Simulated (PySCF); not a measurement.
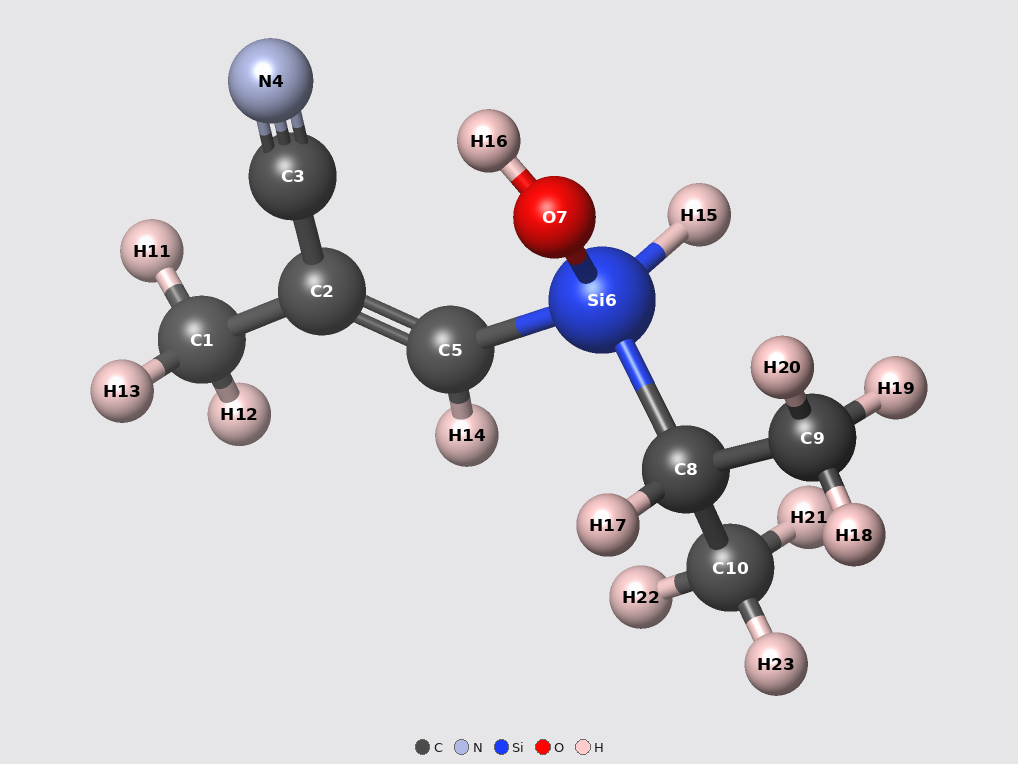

The computed structure is the end point of a GFN2-xTB optimisation. No frequency run is at hand to confirm it as a minimum. Electric field gradients from the ground-state density, PBE0/pcSseg-1 (PySCF 2.14.0), non-relativistic apart from any core potentials.

Give the largest field-gradient component, the quadrupole coupling constant and the asymmetry for 14N at N4 (Q = 20.44 mb), 17O at O7 (Q = −25.6 mb), 2H at H11 (Q = 2.86 mb), 2H at H12 (Q = 2.86 mb), 2H at H13 (Q = 2.86 mb), 2H at H14 (Q = 2.86 mb).

```
atom  V_zz (a.u.)  e²qQ/h (MHz)     η
  N4       −0.942         −4.52  0.04
  O7        1.418         −8.53  0.52
 H11        0.307         0.206  0.04
 H12        0.312         0.209  0.04
 H13        0.306         0.205  0.03
 H14        0.326         0.219  0.03
```

The geometry is semi-empirical. Around Si such bond lengths and angles can be off by a tenth of an ångström or more and by several degrees, and values that hang on the shape move with them.
